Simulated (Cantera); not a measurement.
Input: 1 mol Cr, a varied amount of H2O, at 1450 K and 2200 Pa.

Method: chemical equilibrium by Gibbs-energy minimisation in Cantera with the NASA 1993 tables (ideal gas, pure condensed phases). Candidate condensed phases: Cr, Cr2O3, H2O; 13 gas species. Mutual solubility and eutectic melting of coexisting phases are not modelled. Equilibrium is a limit: real reactors are often held back by kinetics, nucleation or transport.

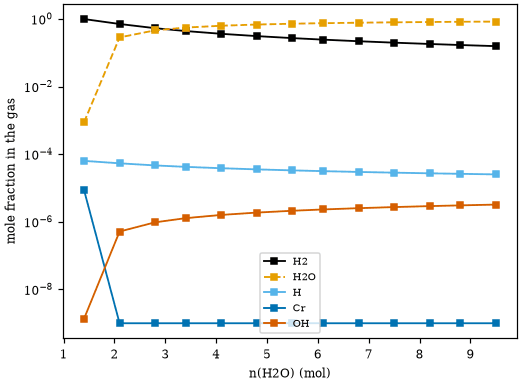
Figure: Equilibrium gas composition (values under 1e-9 drawn at 1e-9)

Problem. Read off the mole fractions at 2.1 mol H2O.

Solution. H2 about 0.71, H2O about 0.29, H about 5.4e-5, OH about 5.2e-7.
